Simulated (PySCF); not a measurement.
System: C3H4Br (charge −1).

The calculation's input:

```
{"job": {"kind": "sp", "xc": "wB97X", "basis": "ma-def2-TZVP", "d3": "d3bj", "grid": 2}, "charge": -1, "multiplicity": 1}
C      1.518586    -0.292175    -0.196906
C      0.317230     0.292592     0.164869
C     -0.995431    -0.164273    -0.013806
Br    -2.357256     0.570148     1.182733
H      2.450722     0.278485    -0.149565
H      1.564632    -1.291946    -0.644134
H      0.394529     1.298798     0.607006
H     -1.216231    -1.223487    -0.177409
```

Run with:

```sh
OMP_NUM_THREADS=1 python redox_run.py task.json out
```

Geometry: PBE0-D3(BJ)/ma-def2-SVP.

Method: DFT single point, gas phase, functional wB97X in PySCF 2.14.0, density-fitted response routines.

> What can the converged electron density and electron localisation function tell about the bonding?

C–C (1.38 Å): the density is about 2.1 e/Å³ at the midpoint; the ELF peaks at about 0.95 between the atoms; localised, covalent bonding.
C–H (1.09 Å): the density is about 1.9 e/Å³ at the midpoint; the ELF climbs to about 1 towards the hydrogen, as it does in any bond to H (a covalent bond by its length).

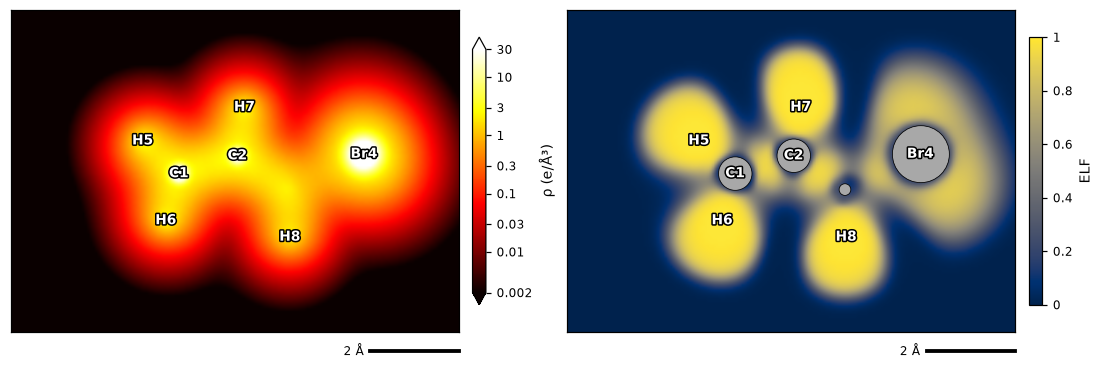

Computed electron density and electron localisation function on the plane of atoms H5, C1 and H6, in this order. Grey discs cover the atomic cores in the ELF map. 
